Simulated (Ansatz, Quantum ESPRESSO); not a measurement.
# Tuning the work function of Mo(100), part 6 of 7

Which overlayers raise and which lower the work function of Mo(100), and does electronegativity predict it?

Quantum ESPRESSO 7.5; plane-wave DFT, PBE, GBRV ultrasoft pseudopotentials; geometry by Ansatz 0.2.0 with PAW datasets.

So far. Step 9 (Projections on atomic orbitals, Au overlayer): The atomic orbitals miss 0.1 % of the occupied states; for empty states the projections can miss much more. Step 10 (Relaxation with Ansatz, Pd overlayer): The relaxation lowers the energy by 39 meV an atom. Held were the atoms numbered 1, 2 and 3; the forces quoted are those on the free ones.

## 11. Self-consistent run, Pd overlayer

Level of this step: plane-wave DFT, PBE, GBRV ultrasoft pseudopotentials (Quantum ESPRESSO 7.5).

Pd.esm.in

```
&control
  prefix = 'Pd.esm'
  outdir = './out'
  pseudo_dir = './pseudo'
  calculation = 'scf'
  tprnfor = .true.
/
&system
  ibrav = 0
  nat = 6
  ntyp = 2
  ecutwfc = 40
  ecutrho = 200
  occupations = 'smearing'
  smearing = 'mv'
  degauss = 0.02
  assume_isolated = 'esm'
  esm_bc = 'bc1'
/
&electrons
  conv_thr = 1e-07
  mixing_beta = 0.4
  electron_maxstep = 120
  mixing_mode = 'local-TF'
/
ATOMIC_SPECIES
  Mo  95.9500  mo_pbe_v1.uspp.F.UPF
  Pd  106.4200  pd_pbe_v1.4.uspp.F.UPF
CELL_PARAMETERS angstrom
  3.15000000000000 0.00000000000000 0.00000000000000
  0.00000000000000 3.15000000000000 0.00000000000000
  0.00000000000000 0.00000000000000 25.30000000000000
ATOMIC_POSITIONS crystal
  Mo  0.000000000000 0.000000000000 -0.154545473220
  Mo  0.500000000000 0.500000000000 -0.092292508820
  Mo  0.000000000000 0.000000000000 -0.030039544320
  Mo  0.500000000000 0.500000000000 0.032573635512
  Mo  -0.000000000000 0.000000000000 0.091594550596
  Pd  0.500000000000 0.500000000000 0.154545473220
K_POINTS automatic
  8 8 1 0 0 0
```

On the command line:

```
$ OMP_NUM_THREADS=1 mpirun -n 4 pw.x -nk 4 -in Pd.esm.in > Pd.esm.out
```

Output:

```text
[banner, memory and clock lines left out]
Program PWSCF v.7.5 starts

          URL

     Message from routine setup:
     using ibrav=0 with symmetry is DISCOURAGED, use correct ibrav instead

     G-vector sticks info

     bravais-lattice index     =            0
     lattice parameter (alat)  =       5.9526  a.u.
     unit-cell volume          =    1694.0968 (a.u.)^3
     number of atoms/cell      =            6
     number of atomic types    =            2
     number of electrons       =        86.00
     number of Kohn-Sham states=           52
     kinetic-energy cutoff     =      40.0000  Ry
     charge density cutoff     =     200.0000  Ry
     scf convergence threshold =      1.0E-07
     mixing beta               =       0.4000
     number of iterations used =            8  local-TF  mixing
     Exchange-correlation=  SLA  PW   PBX  PBC
                           (   1   4   3   4   0   0   0)

     Effective Screening Medium Method
     Boundary Conditions: Vacuum-Slab-Vacuum
     total charge in unit cell        =   0.0000
     grid points for fit at edges     =        4

     celldm(1)=   5.952637  celldm(2)=   0.000000  celldm(3)=   0.000000
     celldm(4)=   0.000000  celldm(5)=   0.000000  celldm(6)=   0.000000

     crystal axes: (cart. coord. in units of alat)
               a(1) = (   1.000000   0.000000   0.000000 )
               a(2) = (   0.000000   1.000000   0.000000 )
               a(3) = (   0.000000   0.000000   8.031746 )

     reciprocal axes: (cart. coord. in units 2 pi/alat)
               b(1) = (  1.000000  0.000000  0.000000 )
               b(2) = (  0.000000  1.000000  0.000000 )
               b(3) = (  0.000000  0.000000  0.124506 )

     PseudoPot. # 1 for Mo read from file:
     ./pseudo/mo_pbe_v1.uspp.F.UPF
     Pseudo is Ultrasoft + core correction, Zval = 14.0
     Generated by new atomic code, or converted to UPF format
     Using radial grid of  889 points,  6 beta functions with:
                l(1) =   0
                l(2) =   0
                l(3) =   1
                l(4) =   1
                l(5) =   2
                l(6) =   2
     Q(r) pseudized with  6 coefficients,  rinner =    1.000   1.000   1.000
                                                       1.000   1.000

     PseudoPot. # 2 for Pd read from file:
     ./pseudo/pd_pbe_v1.4.uspp.F.UPF
     Pseudo is Ultrasoft + core correction, Zval = 16.0
     Generated by new atomic code, or converted to UPF format
     Using radial grid of  887 points,  6 beta functions with:
                l(1) =   0
                l(2) =   0
                l(3) =   1
                l(4) =   1
                l(5) =   2
                l(6) =   2
     Q(r) pseudized with  8 coefficients,  rinner =    1.130   1.130   1.130
                                                       1.130   1.130

     atomic species   valence    mass     pseudopotential
     Mo               14.00    95.95000     Mo( 1.00)
     Pd               16.00   106.42000     Pd( 1.00)

      8 Sym. Ops. (no inversion) found

   Cartesian axes

     site n.     atom                  positions (alat units)
         1        Mo     tau(   1) = (   0.0000000   0.0000000  -1.2412700  )
         2        Mo     tau(   2) = (   0.5000000   0.5000000  -0.7412700  )
         3        Mo     tau(   3) = (   0.0000000   0.0000000  -0.2412700  )
         4        Mo     tau(   4) = (   0.5000000   0.5000000   0.2616232  )
         5        Mo     tau(   5) = (   0.0000000   0.0000000   0.7356642  )
         6        Pd     tau(   6) = (   0.5000000   0.5000000   1.2412700  )

     number of k points=    15  Marzari-Vanderbilt smearing, width (Ry)=  0.0200
                       cart. coord. in units 2pi/alat
        k(    1) = (   0.0000000   0.0000000   0.0000000), wk =   0.0312500
        k(    2) = (   0.0000000   0.1250000   0.0000000), wk =   0.1250000
        k(    3) = (   0.0000000   0.2500000   0.0000000), wk =   0.1250000
        k(    4) = (   0.0000000   0.3750000   0.0000000), wk =   0.1250000
        k(    5) = (   0.0000000  -0.5000000   0.0000000), wk =   0.0625000
        k(    6) = (   0.1250000   0.1250000   0.0000000), wk =   0.1250000
        k(    7) = (   0.1250000   0.2500000   0.0000000), wk =   0.2500000
        k(    8) = (   0.1250000   0.3750000   0.0000000), wk =   0.2500000
        k(    9) = (   0.1250000  -0.5000000   0.0000000), wk =   0.1250000
        k(   10) = (   0.2500000   0.2500000   0.0000000), wk =   0.1250000
        k(   11) = (   0.2500000   0.3750000   0.0000000), wk =   0.2500000
        k(   12) = (   0.2500000  -0.5000000   0.0000000), wk =   0.1250000
        k(   13) = (   0.3750000   0.3750000   0.0000000), wk =   0.1250000
        k(   14) = (   0.3750000  -0.5000000   0.0000000), wk =   0.1250000
        k(   15) = (  -0.5000000  -0.5000000   0.0000000), wk =   0.0312500

     Dense  grid:    80871 G-vectors     FFT dimensions: (  27,  27, 216)

     Smooth grid:    57637 G-vectors     FFT dimensions: (  24,  24, 200)

     Initial potential from superposition of free atoms

     starting charge      85.4947, renormalised to      86.0000

     negative rho (up, down):  7.939E-02 0.000E+00
     Starting wfcs are   77 randomized atomic wfcs

     per-process dynamical memory:    79.3 Mb

     Self-consistent Calculation

     iteration #  1     ecut=    40.00 Ry     beta= 0.40
     Davidson diagonalization with overlap
     c_bands:  4 eigenvalues not converged
     ethr =  1.00E-02,  avg # of iterations = 23.3

     negative rho (up, down):  3.628E-01 0.000E+00

     total energy              =    -868.33366940 Ry
     estimated scf accuracy    <     704.14120888 Ry

     iteration #  2     ecut=    40.00 Ry     beta= 0.40
     Davidson diagonalization with overlap
     c_bands:  1 eigenvalues not converged
     c_bands:  3 eigenvalues not converged
     c_bands:  3 eigenvalues not converged
     c_bands:  1 eigenvalues not converged
     ethr =  1.00E-02,  avg # of iterations = 19.4

     negative rho (up, down):  2.774E-01 0.000E+00

     total energy              =    -890.62579255 Ry
     estimated scf accuracy    <      25.01992303 Ry

     iteration #  3     ecut=    40.00 Ry     beta= 0.40
     Davidson diagonalization with overlap
     ethr =  1.00E-02,  avg # of iterations =  3.0

     negative rho (up, down):  2.889E-01 0.000E+00

     total energy              =    -896.63487065 Ry
     estimated scf accuracy    <     119.17362428 Ry

     iteration #  4     ecut=    40.00 Ry     beta= 0.40
     Davidson diagonalization with overlap
[...]
-6.9663  -6.8779  -6.8157  -6.6167  -5.8562  -5.8291  -5.6553  -5.4291
    -5.3618  -4.9015  -4.5742  -4.2459  -3.9975  -3.8340  -3.7283  -3.4692
    -3.1953  -3.1082  -2.6335  -1.8952

          k = 0.0000-0.5000 0.0000 (  7168 PWs)   bands (ev):

   -65.6226 -65.5887 -65.4184 -65.3588 -65.2241 -54.5125 -54.4617 -54.3674
   -40.3042 -40.2957 -39.9795 -39.9648 -39.6102 -39.5855 -39.5539 -39.4987
   -39.3971 -39.3363 -39.2146 -39.1634 -39.1226 -39.0407 -38.9655  -9.5203
    -9.4882  -8.7786  -8.6615  -8.0850  -7.7498  -7.7075  -7.5419  -7.3837
    -7.0260  -6.9068  -6.8597  -6.2282  -6.2186  -6.0007  -5.5334  -5.4359
    -5.2513  -4.5844  -4.3744  -4.1985  -3.8816  -3.6568  -3.3076  -3.2996
    -2.9195  -2.7404  -2.0839  -1.7237

          k = 0.1250 0.1250 0.0000 (  7219 PWs)   bands (ev):

   -65.7192 -65.6338 -65.4020 -65.3416 -65.1848 -54.4723 -54.4720 -54.3691
   -40.0314 -40.0111 -39.9859 -39.7964 -39.7617 -39.7495 -39.5515 -39.4637
   -39.4281 -39.2230 -39.1830 -39.1337 -39.0752 -38.9709 -38.9571 -10.5863
    -9.5370  -9.1719  -9.0608  -8.5162  -8.4946  -8.1385  -7.7450  -7.6838
    -7.0852  -6.8869  -6.8421  -6.7492  -6.2924  -6.1661  -6.1085  -5.3985
    -5.0866  -4.9942  -4.8866  -4.5991  -4.3877  -3.8566  -3.7638  -3.7107
    -3.2337  -2.8591  -2.7319  -2.5398

          k = 0.1250 0.2500 0.0000 (  7224 PWs)   bands (ev):

   -65.6817 -65.6170 -65.3902 -65.3600 -65.1978 -54.4887 -54.4707 -54.3681
   -40.1375 -40.1103 -39.9907 -39.8185 -39.7719 -39.7376 -39.5816 -39.4798
   -39.4004 -39.2487 -39.1941 -39.1554 -39.0946 -38.9856 -38.9786  -9.8142
    -9.1188  -8.7549  -8.5992  -8.4703  -8.3113  -7.8118  -7.5555  -7.4602
    -7.3254  -6.9213  -6.8527  -6.7707  -6.5595  -6.4279  -6.0296  -5.9784
    -5.3672  -4.9819  -4.7263  -4.4521  -4.1475  -3.8399  -3.5641  -3.3278
    -3.1775  -3.0778  -2.6250  -2.4610

          k = 0.1250 0.3750 0.0000 (  7221 PWs)   bands (ev):

   -65.6385 -65.5974 -65.3999 -65.3626 -65.2134 -54.5052 -54.4693 -54.3671
   -40.2359 -40.2146 -40.0283 -39.9139 -39.7176 -39.6620 -39.6088 -39.5004
   -39.3689 -39.2928 -39.2005 -39.1688 -39.1259 -39.0152 -38.9896  -9.1274
    -9.1071  -8.8775  -8.3982  -8.1504  -7.9966  -7.7178  -7.6223  -7.5623
    -7.1703  -7.0375  -6.8843  -6.5779  -6.3633  -5.9818  -5.9122  -5.5127
    -5.2403  -4.8098  -4.6661  -4.3560  -4.1600  -3.7484  -3.5993  -3.1373
    -3.0440  -2.9597  -2.4774  -2.0264

          k = 0.1250-0.5000 0.0000 (  7224 PWs)   bands (ev):

   -65.6195 -65.5857 -65.4152 -65.3558 -65.2212 -54.5120 -54.4687 -54.3667
   -40.2735 -40.2562 -40.0181 -40.0016 -39.6857 -39.6317 -39.5983 -39.4754
   -39.4085 -39.2889 -39.2177 -39.1628 -39.1535 -39.0201 -38.9978  -9.2145
    -9.1846  -8.5866  -8.4165  -8.1072  -7.8271  -7.7482  -7.6790  -7.4052
    -7.3824  -6.9088  -6.8976  -6.6022  -6.2377  -5.9972  -5.5360  -5.4525
    -4.8553  -4.4823  -4.3902  -4.3339  -4.0368  -3.7864  -3.3861  -3.0796
    -2.9595  -2.8207  -2.1860  -2.0195

          k = 0.2500 0.2500 0.0000 (  7234 PWs)   bands (ev):

   -65.6540 -65.6032 -65.3874 -65.3628 -65.2036 -54.4877 -54.4872 -54.3668
   -40.1311 -40.0977 -40.0629 -39.8706 -39.8639 -39.7681 -39.6188 -39.5125
   -39.3802 -39.2614 -39.1897 -39.1687 -39.1391 -39.0070 -38.9817  -9.2775
    -8.5114  -8.3601  -8.2134  -8.0192  -7.7939  -7.6770  -7.4771  -7.4269
    -7.4076  -7.1816  -7.1726  -6.9211  -6.8359  -6.7627  -6.2804  -6.1937
    -5.9161  -4.7113  -4.7084  -4.5190  -4.0433  -3.8309  -3.3220  -2.9865
    -2.7613  -2.7404  -2.3387  -2.2485

          k = 0.2500 0.3750 0.0000 (  7271 PWs)   bands (ev):

   -65.6244 -65.5870 -65.3992 -65.3539 -65.2107 -54.5041 -54.4861 -54.3655
   -40.2065 -40.1284 -40.1074 -40.0031 -39.8130 -39.7383 -39.6293 -39.5348
   -39.3720 -39.2895 -39.2260 -39.1962 -39.1327 -39.0370 -39.0016  -8.9156
    -8.4659  -8.4239  -8.3064  -8.0029  -7.9452  -7.6847  -7.6413  -7.4246
    -7.1190  -7.0248  -6.9335  -6.8278  -6.4685  -6.3508  -6.2612  -5.8016
    -5.5586  -4.6838  -4.5678  -4.1434  -3.9386  -3.5532  -3.1997  -3.1289
    -2.6566  -2.5862  -2.2405  -2.1056

          k = 0.2500-0.5000 0.0000 (  7292 PWs)   bands (ev):

   -65.6120 -65.5783 -65.4076 -65.3483 -65.2142 -54.5110 -54.4856 -54.3650
   -40.2228 -40.1753 -40.1180 -40.0802 -39.7521 -39.7126 -39.6368 -39.4699
   -39.4588 -39.3220 -39.2495 -39.1513 -39.1430 -39.0571 -39.0150  -8.7459
    -8.6676  -8.4892  -8.3943  -8.1318  -8.0402  -7.8239  -7.7050  -7.4391
    -7.1369  -7.0353  -6.8933  -6.6308  -6.3970  -5.8930  -5.7799  -5.5620
    -4.8955  -4.8445  -4.4997  -3.7518  -3.6862  -3.5373  -3.1203  -3.0012
    -2.7108  -2.6595  -2.1164  -1.9295

          k = 0.3750 0.3750 0.0000 (  7296 PWs)   bands (ev):

   -65.6103 -65.5758 -65.3995 -65.3448 -65.2082 -54.5031 -54.5028 -54.3639
   -40.2733 -40.2031 -40.0752 -39.9776 -39.9009 -39.7111 -39.5951 -39.5932
   -39.3864 -39.3729 -39.2800 -39.2050 -39.1617 -39.0440 -39.0037  -9.1245
    -8.8959  -8.2622  -8.1250  -8.0649  -7.9455  -7.5974  -7.5814  -7.3340
    -7.2473  -7.1703  -6.6501  -6.6253  -6.3066  -6.1627  -5.9331  -5.8050
    -5.5100  -4.0647  -3.7788  -3.6044  -3.5595  -3.2768  -2.9896  -2.7779
    -2.3881  -2.2812  -2.2343  -2.1354

          k = 0.3750-0.5000 0.0000 (  7300 PWs)   bands (ev):

   -65.6045 -65.5709 -65.3999 -65.3408 -65.2072 -54.5099 -54.5025 -54.3632
   -40.2869 -40.2800 -40.0467 -40.0436 -39.7699 -39.7440 -39.6285 -39.5364
   -39.4439 -39.3739 -39.3659 -39.1899 -39.1770 -39.0343 -39.0129  -9.1984
    -9.1050  -8.2503  -8.2489  -8.0854  -8.0037  -7.6258  -7.6081  -7.5042
    -7.2855  -7.2847  -6.7283  -6.4682  -6.2223  -5.9332  -5.4573  -5.3527
    -5.3269  -3.7501  -3.5406  -3.2036  -3.0110  -2.9707  -2.8914  -2.6338
    -2.4141  -2.2263  -2.0818  -1.9016

          k =-0.5000-0.5000 0.0000 (  7272 PWs)   bands (ev):

   -65.6014 -65.5678 -65.3967 -65.3377 -65.2043 -54.5094 -54.5094 -54.3625
   -40.3314 -40.3314 -40.0244 -40.0244 -39.7544 -39.6289 -39.6289 -39.5933
   -39.5570 -39.3811 -39.3651 -39.2203 -39.2203 -39.0121 -39.0121  -9.3784
    -9.2771  -8.3120  -8.2629  -8.0177  -8.0177  -7.7486  -7.7486  -7.5464
    -7.2337  -7.2337  -6.9001  -6.3674  -6.3674  -5.5509  -5.4727  -4.9668
    -4.9668  -2.9164  -2.8432  -2.8431  -2.8318  -2.5322  -2.3149  -2.1803
    -2.1049  -2.0795  -2.0357  -1.9214

     the Fermi energy is    -4.4235 ev

!    total energy              =    -895.15560287 Ry
     estimated scf accuracy    <       0.00000002 Ry
     smearing contrib. (-TS)   =       0.00052055 Ry
     internal energy E=F+TS    =    -895.15612342 Ry

     The total energy is F=E-TS. E is the sum of the following terms:
     one-electron contribution =   15454.57272570 Ry
     hartree contribution      =   -7749.56752946 Ry
     xc contribution           =    -127.82797928 Ry
     ewald contribution        =   -8472.33334039 Ry

     convergence has been achieved in  51 iterations

     negative rho (up, down):  8.087E-02 0.000E+00

     Forces acting on atoms (cartesian axes, Ry/au):

     atom    1 type  1   force =     0.00000000    0.00000000    0.05214356
     atom    2 type  1   force =     0.00000000    0.00000000   -0.04978234
     atom    3 type  1   force =     0.00000000    0.00000000   -0.00191472
     atom    4 type  1   force =     0.00000000    0.00000000    0.00168771
     atom    5 type  1   force =     0.00000000    0.00000000   -0.00260884
     atom    6 type  2   force =     0.00000000    0.00000000    0.00072362

     Total force =     0.072188     Total SCF correction =     0.001014

     XML data file, charge density, pseudopotentials, collected wavefunctions

                                        0.00s GPU  (    1233 calls)

Note: The following floating-point exceptions are signalling: IEEE_DIVIDE_BY_ZERO IEEE_UNDERFLOW_FLAG
Note: The following floating-point exceptions are signalling: IEEE_DIVIDE_BY_ZERO IEEE_UNDERFLOW_FLAG
Note: The following floating-point exceptions are signalling: IEEE_DIVIDE_BY_ZERO IEEE_UNDERFLOW_FLAG
Note: The following floating-point exceptions are signalling: IEEE_DIVIDE_BY_ZERO IEEE_UNDERFLOW_FLAG
```

Run time: 2.4 min. Hardware: 4 MPI ranks of Arm Neoverse V2, shared host; peak memory 0.72 GiB.

Read from the output:

* free energy: -12179.2124 eV
* Fermi energy: -4.423 eV
* vacuum line at the lower end of the cell, over the Fermi level: 3.966 eV
* vacuum line at the upper end of the cell, over the Fermi level: 4.881 eV

The potential energy, planar mean oscillates, so the rows of the table below give means over windows of 1.52 Å about each position, cut where the curve ends. Its maxima inside the range that stand out by 2 % of the span (Å: eV): -3.2: -8.02, -1.5: -8.49, 0.0: -8.39, 1.5: -10.2, 3.3: -5.81. Its minima: -3.9: -23.4, -2.3: -24.0, -0.7: -24.0, 0.8: -24.2, 2.3: -24.1, 3.9: -7.26.

Electrostatic potential energy of an electron; zero at the Fermi level. The potential energy, planar mean by z; means over each step:

| z (Å) | potential energy, planar mean (eV) |
| --- | --- |
| -11.89 | 3.97 |
| -10.37 | 3.97 |
| -8.85 | 3.96 |
| -7.33 | 3.93 |
| -5.81 | 3.07 |
| -4.29 | -12.6 |
| -2.77 | -15.9 |
| -1.25 | -16.2 |
| 0.27 | -16.0 |
| 1.79 | -17.2 |
| 3.31 | -8.73 |
| 4.83 | 0.127 |
| 6.35 | 4.75 |
| 7.87 | 4.88 |
| 9.39 | 4.88 |
| 10.91 | 4.88 |
| 12.43 | 4.88 |

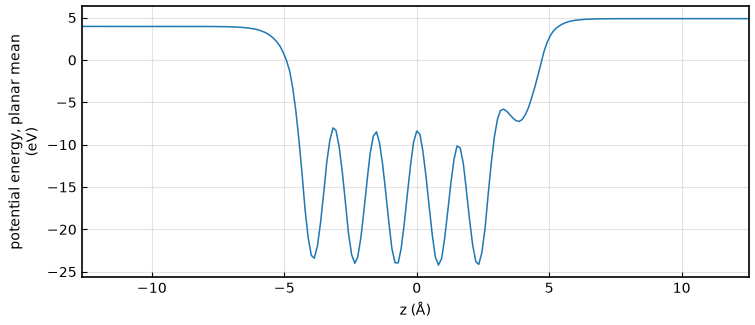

Potential energy, planar mean against z.

The covered face stands at 4.88 eV against 3.91 eV when clean.

Inside the slab this potential holds the local part of the pseudopotentials, which can be repulsive at the nuclei; only its value in the vacuum has a meaning of its own.

(Continued in part 7 of 7.)

[Logs are printed without paths, hosts, clocks, repeated set-up lines and the standing remarks that a program may print on its own settings, such as how far it seeks lower states.]

[Hosts, paths, dates, database ids (printed as entryN), source tags and the programs' standing remarks are cut or masked in the printed files.]

[Maps of the electrostatic potential energy from Ansatz leave out the sawtooth potential of an applied field or a dipole correction, so their vacuum need not be flat; planar profiles and work functions include it.]
